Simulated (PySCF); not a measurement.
# CH5Al (AlH2Me) at 6 levels

Aim: a comparison of 6 runs (PBE/STO-3G, SVWN5/STO-3G, r2SCAN/STO-3G, CCSDT(Q)/STO-3G, NEVPT2(2,2)/STO-3G, QCISD(T)/STO-3G) of CH5Al (AlH2Me). Input form: a Python script.

Program for the calculation: PySCF 2.14.0.

9 further runs of the same task are left out: 1 that didn't finish, 8 set aside as unsound or not needed.

## 1. The structure to begin with

The species is CH5Al (7 atoms), meant as a singlet with charge 0. As SMILES, `[H][Al]([H])[CH3]`. The shape comes from GFN2-xTB, which is rough for such elements, and wasn't checked as a minimum.

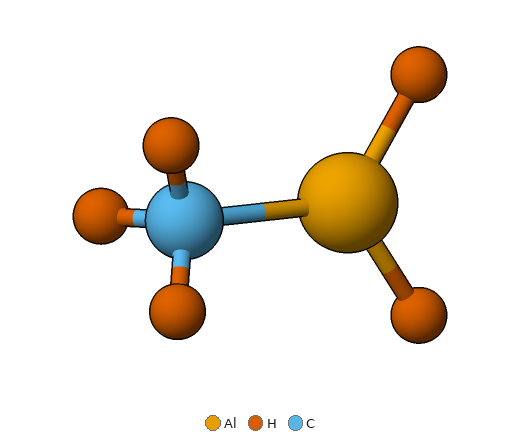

Viewed from a chosen angle; aluminium amber, hydrogen orange, carbon blue.

## 2. The energy at PBE/STO-3G (run 1)

File input.py:

```python
# AlH2Me
from pyscf import gto, dft

molecule = gto.M(
    atom='''
Al     1.005788     1.749849    -0.005367
H      3.929893     1.947797     0.074587
H     -0.296838     4.375869    -0.062021
C     -0.863227    -1.501463    -0.005197
H     -1.093414    -2.312722    -1.899364
H     -2.776461    -1.304459     0.772577
H      0.094278    -2.954851     1.124765
''',
    spin=0,
    unit='bohr',
    max_memory=1860,
    basis='sto-3g',
    verbose=4,
)

mf = dft.RKS(molecule)
mf.xc = 'pbe'
mf.conv_tol = 1e-10
mf.grids.level = 5
mf.kernel()
if not mf.converged:
    mf = mf.newton().run(mf.mo_coeff, mf.mo_occ)

etot = mf.e_tot
print('E = %.10f Eh' % etot)
```

Started as:

```bash
OMP_NUM_THREADS=1 python input.py
```

What it wrote:

```text
PySCF version 2.14.0

[INPUT] num. atoms = 7
[INPUT] num. electrons = 24
[INPUT] charge = 0
[INPUT] spin (= nelec alpha-beta = 2S) = 0
[INPUT] symmetry False subgroup None
[INPUT] Mole.unit = bohr
[INPUT] Symbol           X                Y                Z      unit          X                Y                Z       unit  Magmom
[INPUT]  1 Al     0.532240088617   0.925980213351  -0.002840094091 AA    1.005788000000   1.749849000000  -0.005367000000 Bohr   0.0
[INPUT]  2 H      2.079609816954   1.030729783898   0.039469740631 AA    3.929893000000   1.947797000000   0.074587000000 Bohr   0.0
[INPUT]  3 H     -0.157079904935   2.315610152771  -0.032820099798 AA   -0.296838000000   4.375869000000  -0.062021000000 Bohr   0.0
[INPUT]  4 C     -0.456800056251  -0.794540002640  -0.002750133965 AA   -0.863227000000  -1.501463000000  -0.005197000000 Bohr   0.0
[INPUT]  5 H     -0.578609770901  -1.223839777593  -1.005100144042 AA   -1.093414000000  -2.312722000000  -1.899364000000 Bohr   0.0
[INPUT]  6 H     -1.469239888208  -0.690289975379   0.408830142081 AA   -2.776461000000  -1.304459000000   0.772577000000 Bohr   0.0
[INPUT]  7 H      0.049889769091  -1.563639810864   0.595200005640 AA    0.094278000000  -2.954851000000   1.124765000000 Bohr   0.0

nuclear repulsion = 50.2673548904208
number of shells = 13
number of NR pGTOs = 57
number of NR cGTOs = 19
basis = sto-3g
ecp = {}

******** <class 'pyscf.dft.rks.RKS'> ********
method = RKS
initial guess = minao
damping factor = 0
level_shift factor = 0
DIIS = <class 'pyscf.scf.diis.CDIIS'>
diis_start_cycle = 1
diis_space = 8
diis_damp = 0
SCF conv_tol = 1e-10
SCF conv_tol_grad = None
SCF max_cycles = 50
direct_scf = True
direct_scf_tol = 1e-13
XC library pyscf.dft.libxc version 7.0.0
    S. Lehtola, C. Steigemann, M. J.T. Oliveira, and M. A.L. Marques.,  SoftwareX 7, 1–5 (2018)
XC functionals = pbe
    J. P. Perdew, K. Burke, and M. Ernzerhof.,  Phys. Rev. Lett. 77, 3865 (1996)
    J. P. Perdew, K. Burke, and M. Ernzerhof.,  Phys. Rev. Lett. 78, 1396 (1997)
    J. P. Perdew, K. Burke, and M. Ernzerhof.,  Phys. Rev. Lett. 77, 3865 (1996)
    J. P. Perdew, K. Burke, and M. Ernzerhof.,  Phys. Rev. Lett. 78, 1396 (1997)
radial grids:
    Treutler-Ahlrichs [JCP 102, 346 (1995); DOI:10.1063/1.469408] (M4) radial grids

becke partition: Becke, JCP 88, 2547 (1988); DOI:10.1063/1.454033
pruning grids: <function nwchem_prune>
grids dens level: 5
symmetrized grids: False
atomic radii adjust function: <function treutler_atomic_radii_adjust>
small_rho_cutoff = 0
Set gradient conv threshold to 1e-05
Initial guess from minao.
tot grids = 203728
init E= -279.510371109679
  HOMO = -0.297502725214249  LUMO = 0.0384788508016115  gap/eV = 9.14252
cycle= 1 E= -279.862051060836  delta_E= -0.352  |g|= 0.393  |ddm|= 2.81
  HOMO = -0.120595612881838  LUMO = 0.0838878024499765  gap/eV = 5.56428
cycle= 2 E= -279.841550361911  delta_E= 0.0205  |g|= 0.467  |ddm|=  1.2
  HOMO = -0.150339314993435  LUMO = 0.112729064504974  gap/eV = 7.15846
cycle= 3 E= -279.911371182054  delta_E= -0.0698  |g|= 0.0435  |ddm|= 0.68
  HOMO = -0.155953664783196  LUMO = 0.116909352780531  gap/eV = 7.42498
cycle= 4 E= -279.912111702199  delta_E= -0.000741  |g|= 0.00503  |ddm|= 0.0831
  HOMO = -0.156710541187554  LUMO = 0.115227323117583  gap/eV = 7.39981
cycle= 5 E= -279.912121954983  delta_E= -1.03e-05  |g|= 0.000623  |ddm|= 0.00918
  HOMO = -0.156495190528168  LUMO = 0.115357737996268  gap/eV = 7.39749
cycle= 6 E= -279.912122187478  delta_E= -2.32e-07  |g|= 4.86e-05  |ddm|= 0.00163
  HOMO = -0.156503232342863  LUMO = 0.115361335485913  gap/eV = 7.39781
cycle= 7 E= -279.912122188541  delta_E= -1.06e-09  |g|= 1.84e-06  |ddm|= 9e-05
  HOMO = -0.156503276034759  LUMO = 0.115361264154927  gap/eV = 7.39781
cycle= 8 E= -279.912122188542  delta_E= -1.71e-12  |g|= 3.88e-07  |ddm|= 4.46e-06
  HOMO = -0.156503224607905  LUMO = 0.115361277246016  gap/eV = 7.39781
Extra cycle  E= -279.912122188543  delta_E= -5.12e-13  |g|= 2.59e-07  |ddm|= 1.29e-06
converged SCF energy = -279.912122188543
E = -279.9121221885 Eh
```

Run time: 2.7 s. Hardware: 1 thread of Arm Neoverse V2, shared host; peak memory 0.2 GiB.

## 3. The energy at SVWN5/STO-3G (run 2)

File job.py:

```python
# AlH2Me
from pyscf import gto, dft

mol = gto.Mole()
mol.atom = '''
Al     0.532240     0.925980    -0.002840
H      2.079610     1.030730     0.039470
H     -0.157080     2.315610    -0.032820
C     -0.456800    -0.794540    -0.002750
H     -0.578610    -1.223840    -1.005100
H     -1.469240    -0.690290     0.408830
H      0.049890    -1.563640     0.595200
'''
mol.basis = 'sto-3g'
mol.max_memory = 1860
mol.verbose = 3
mol.build()

mf = dft.RKS(mol, xc='svwn')
mf.conv_tol = 1e-10
mf.grids.level = 5
mf.kernel()
if not mf.converged:
    mf = mf.newton().run(mf.mo_coeff, mf.mo_occ)

e_tot = mf.e_tot
print('Final energy', e_tot)
```

Started as:

```bash
OMP_NUM_THREADS=1 python job.py
```

What it wrote:

```text
converged SCF energy = -278.623498040183
Final energy -278.6234980401829
```

Wall time 1.9 s (1 thread of Arm Neoverse V2, shared host); peak memory 0.15 GiB.

Runs 3 to 4 aren't shown in full; the table further down has their settings and results.

## 4. The energy at NEVPT2(2,2)/STO-3G (run 5)

File input.xyz:

```xyz
7
CH5Al
Al     0.532240     0.925980    -0.002840
H      2.079610     1.030730     0.039470
H     -0.157080     2.315610    -0.032820
C     -0.456800    -0.794540    -0.002750
H     -0.578610    -1.223840    -1.005100
H     -1.469240    -0.690290     0.408830
H      0.049890    -1.563640     0.595200
```

File input.py:

```python
import numpy
from pyscf import gto, scf, mp, mcscf, mrpt

mol = gto.M(
    atom='input.xyz',
    max_memory=1860,
    verbose=4,
    basis='sto-3g',
)

myscf = scf.RHF(mol)
myscf.conv_tol = 1e-10
myscf.kernel()
if not myscf.converged:
    myscf = myscf.newton().run(myscf.mo_coeff, myscf.mo_occ)

pt = mp.MP2(scf.addons.convert_to_uhf(myscf)).run()
noons, natorbs = mcscf.addons.make_natural_orbitals(pt)
print('natural occupations', numpy.round(noons[:40], 4))
cas = mcscf.CASSCF(myscf, 2, 2)
cas.fix_spin_(ss=0.0)
cas.natorb = True
cas.kernel(natorbs)
e_pt2 = mrpt.NEVPT(cas).kernel()
energy = cas.e_tot + e_pt2
print('Final energy', energy)
```

Started as:

```bash
OMP_NUM_THREADS=1 python input.py
```

What it wrote:

```text
PySCF version 2.14.0

[... 57 lines left out ...]
converged SCF energy = -279.320734104581
[... 32 lines left out ...]
sorting_mo_energy = False
[... 22 lines left out ...]
1-step CASSCF converged in   4 macro ( 47 JK  11 micro) steps
[... 2 lines left out ...]
Natural orbital (expansion on meta-Lowdin AOs) in CAS space
[... 9 lines left out ...]
CASSCF energy = -279.333538492141
[... 2 lines left out ...]
******** <class 'pyscf.mrpt.nevpt2.NEVPT'> ********
NEVPT2 (1e+1e, 2o), ncore = 11, nvir = 6
root = 0
Natural occ [1.97847564 0.02152436]
Natural orbital (expansion on meta-Lowdin AOs) in CAS space
               #1        #2
0 Al 1s          0.00181  -0.00050
0 Al 2s          0.00098   0.00152
0 Al 3s         -0.34422   0.52721
[... 15 lines of this table left out ...]
6 H 1s           0.04393   0.00883
<CAS-nat-orb|mo-hf>  12     12      -0.89140737
<CAS-nat-orb|mo-hf>  13     14       0.83064082
<CAS-nat-orb|mo-hf>  13     16      -0.53412880
Sr    (-1)',   E = -0.00000000000006
Si    (+1)',   E = -0.00000000000026
Sijrs (0)  ,   E = -0.06074313793423
Sijr  (+1) ,   E = -0.00568588007271
Srsi  (-1) ,   E = -0.00311238544566
Srs   (-2) ,   E = -0.00091848147843
Sij   (+2) ,   E = -0.00069793601929
Sir   (0)' ,   E = -0.01109112813231
Nevpt2 Energy = -0.082248949082938
Final energy -279.4157874412235
```

It took 0.78 s on 1 thread of Arm Neoverse V2, shared host; peak memory 0.12 GiB.

## 5. The energy at QCISD(T)/STO-3G (run 6)

Edit input.xyz of step 4 so:

```diff
@@ -1,3 +1,3 @@
 7
-CH5Al
+
 Al     0.532240     0.925980    -0.002840
```

File run.py:

```python
from pyscf import gto, cc

mol = gto.Mole()
mol.atom = 'input.xyz'
mol.charge = 0
mol.spin = 0
mol.basis = 'sto-3g'
mol.max_memory = 1860
mol.verbose = 4
mol.build()

calc0 = mol.RHF()
calc0.conv_tol = 1e-10
calc0.kernel()
if not calc0.converged:
    calc0 = calc0.newton().run(calc0.mo_coeff, calc0.mo_occ)

mycc = cc.QCISD(calc0, frozen=6)
mycc.kernel()
e_t = mycc.qcisd_t()
energy = mycc.e_tot + e_t
print(f'total energy: {energy:.8f} hartree')
```

Started as:

```bash
OMP_NUM_THREADS=1 python run.py
```

What it wrote:

```text
PySCF version 2.14.0

[... 57 lines left out ...]
converged SCF energy = -279.320734104581
[... 1 line left out ...]
******** <class 'pyscf.cc.qcisd.QCISD'> ********
QCISD nocc = 6, nmo = 13
frozen orbitals 6
max_cycle = 50
direct = 0
conv_tol = 1e-07
conv_tol_normt = 1e-05
diis_space = 6
diis_start_cycle = 0
diis_start_energy_diff = 1e+09
Init t2, MP2 energy = -279.405617827805  E_corr(MP2) -0.0848837232234026
Init E_corr(QCISD) = -0.084883723223406
cycle = 1  E_corr(QCISD) = -0.105864441230432  dE = -0.020980718  norm(t1,t2) = 0.0462112
cycle = 2  E_corr(QCISD) = -0.112834688312738  dE = -0.00697024708  norm(t1,t2) = 0.0174915
cycle = 3  E_corr(QCISD) = -0.117002064545325  dE = -0.00416737623  norm(t1,t2) = 0.00699282
cycle = 4  E_corr(QCISD) = -0.11705462684689  dE = -5.25623016e-05  norm(t1,t2) = 0.000781059
cycle = 5  E_corr(QCISD) = -0.117051831917671  dE = 2.79492922e-06  norm(t1,t2) = 0.000196658
cycle = 6  E_corr(QCISD) = -0.117055172203075  dE = -3.3402854e-06  norm(t1,t2) = 3.97874e-05
cycle = 7  E_corr(QCISD) = -0.117055312202464  dE = -1.39999389e-07  norm(t1,t2) = 9.68136e-06
cycle = 8  E_corr(QCISD) = -0.117055273127894  dE = 3.90745698e-08  norm(t1,t2) = 3.04025e-06
QCISD converged
E(QCISD) = -279.4377893777092  E_corr = -0.1170552731278943
QCISD(T) correction = -0.000727584759077549
total energy: -279.43851696 hartree
```

It took 0.68 s on 1 thread of Arm Neoverse V2, shared host; peak memory 0.12 GiB.

## 6. Overview of the runs

| run | level | integration grid | frozen core orbitals | energy (Eh) | dipole moment (D) of the reference | HOMO energy (eV) | LUMO energy (eV) | wall time |
| --- | --- | --- | --- | --- | --- | --- | --- | --- |
| 1 | PBE/STO-3G | 5 | – | -279.912122 | 0.25 | -4.26 | 3.14 | 2.7 s |
| 2 | SVWN5/STO-3G | 5 | – | -278.623498 | 0.26 | -4.07 | 2.98 | 1.9 s |
| 3 | r2SCAN/STO-3G | 5 | – | -280.076374 | 0.24 | -4.65 | 3.60 | 3.9 s |
| 4 | CCSDT(Q)/STO-3G | – | 6 | -279.438837 | 0.11 | -9.03 | 8.86 | 1.2 s |
| 5 | NEVPT2(2,2)/STO-3G | – | – | -279.415787 | 0.11 | -9.03 | 8.86 | 0.78 s |
| 6 | QCISD(T)/STO-3G | – | 6 | -279.438517 | 0.11 | -9.03 | 8.86 | 0.68 s |

## 7. Summary of results

| quantity | value |
| --- | --- |
| run 6: total energy | -279.43852 Eh |
| run 6: dipole moment (Hartree–Fock density) | 0.11 D |
| run 6: HOMO energy (Hartree–Fock orbitals) | -9.03 eV |
| run 6: LUMO energy (Hartree–Fock orbitals) | 8.86 eV |
| run 6: HOMO–LUMO gap (Hartree–Fock orbitals) | 17.89 eV |
| run 6: correlation energy (6 core orbitals frozen) | -117.8 mEh |
| run 6: (T) correction | -0.73 mEh |
| run 6: T1 diagnostic | 0.006 |

**Reading.** Over runs 1, 2, 3 the dipole moment (its size) runs from 0.24 D (r2SCAN/STO-3G) to 0.26 D (SVWN5/STO-3G). Over runs 1, 2, 3 the HOMO–LUMO gap runs from 7.06 eV (SVWN5/STO-3G) to 8.25 eV (r2SCAN/STO-3G). Totals of different functionals can't be ranked against each other. In runs 1, 2, 3, 4, 5, 6 the basis is minimal, so the values are rough. All runs together took 11 s, the longest 3.9 s.
